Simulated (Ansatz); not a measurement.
**WSi2 (MoSi2 type, space group I4/mmm), frozen-phonon scan**

Starting cell, WSi₂ (MoSi2 type, space group I4/mmm):

```
CELL_PARAMETERS angstrom
     -3.22916     3.22916     7.86724
      0.00000     0.00000     7.86724
      1.61458     1.61458    -3.93362
ATOMIC_POSITIONS crystal
  W  0.00000 0.00000 0.00000
  W  0.50000 0.00000 0.00000
  Si 0.00000 0.33458 0.00000
  Si 0.50000 0.33458 0.00000
  Si 0.00000 0.66542 0.00000
  Si 0.50000 0.66542 0.00000
```

The atoms are displaced by Q × the pattern below (from a DFPT mode at X = (0.5, 0.5, 0.0), largest move 1; Q in Å), at fixed cell. (q is in reciprocal vectors of the primitive cell; the cell shown is doubled to hold the pattern.)

```tsv
atom	x	y	z
W1	-0.041	0.041	0.000
W2	0.041	-0.041	0.000
Si3	-0.707	0.707	0.000
Si4	0.707	-0.707	0.000
Si5	-0.707	0.707	0.000
Si6	0.707	-0.707	0.000
```

These are PBE (plane waves to 420 eV, PAW, scalar-relativistic; Ansatz, a first-principles code) values and carry that method's errors. k mesh 20×20×20 (Γ-centred), Fermi-Dirac smearing 0.05 eV. The energy includes the smearing's −TS. Stress and pressure are positive under compression. With partly filled bands, energies and forces of such displacements shift with the k mesh and the smearing. Spin-orbit coupling is left out, though W is heavy. WSi2 is run without spin polarisation. WSi2 was relaxed with its symmetry unable to fall. The zero of ΔE is the undisplaced structure.

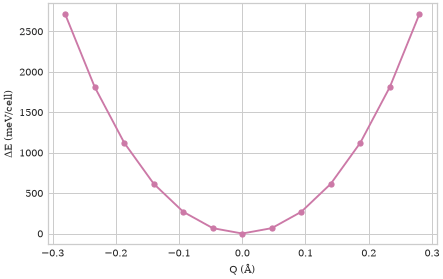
*ΔE (meV/cell) against Q (Å); one marker a computed point.*

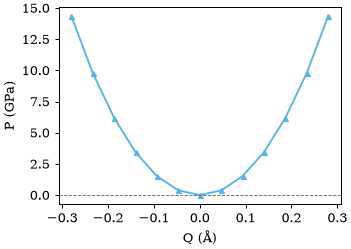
Figure. P (GPa) against Q (Å); one marker a computed point.

The energy at Q = 0.280 Å is 2710 meV/cell. Harmonic wavenumber from the curvature (finite differences): 381 cm⁻¹. Space group of the distorted cell: Cmme (No. 67), lowered from I4/mmm. Symmetry of the curve: even: the same for both signs. Wavenumber by perturbation theory (DFPT, on another k mesh): 381 cm⁻¹.

E″ = 60.63 eV/Å², M = Σ mᵢ|uᵢ|² = 113.6 u, ν̃ = 521.5·√(|E″|/M).

(For displaced atoms, the force is minus the slope of the energy, and its curvature is a force constant, which sets phonon frequencies.)
